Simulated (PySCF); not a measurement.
```xyz
2

Ca    0.0000    0.0000   -1.7253
Br    0.0000    0.0000    0.8737
```

Method: PBE0/pcseg-1, non-relativistic, at a bond length of 2.599 Å (PySCF 2.14.0).

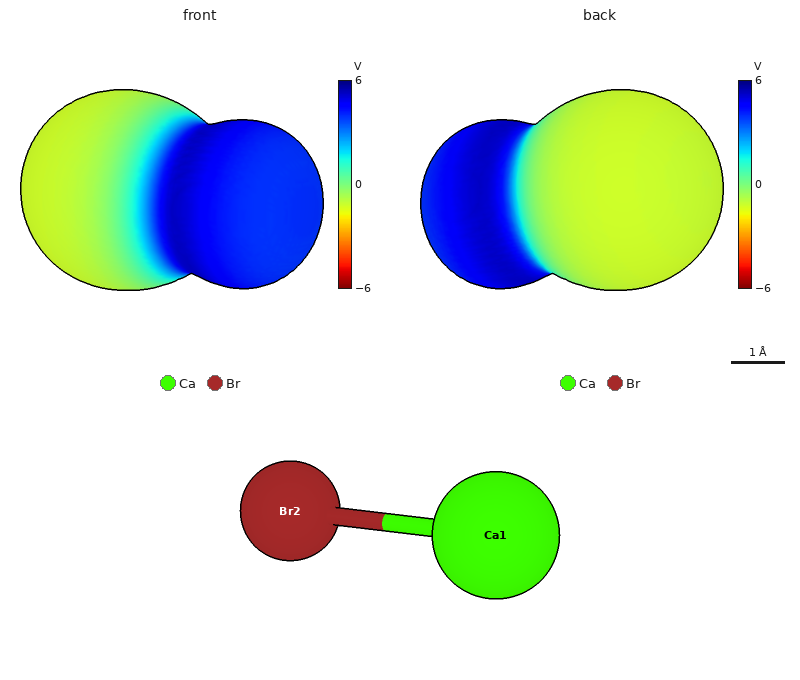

CaBr (doublet). The electrostatic potential painted on the density surface at 0.004 e/bohr³, seen from the front and from behind; the colour scale runs from red (negative) to blue (positive). The bare structure is drawn below in the same view.

Which sites attract a positive test charge, and which a negative one?

Answer. A positive charge is drawn to the negative regions and a negative charge to the positive ones. The most negative region (about −1.2 V) lies over Br2, the most positive (about +5.2 V) over Ca1.
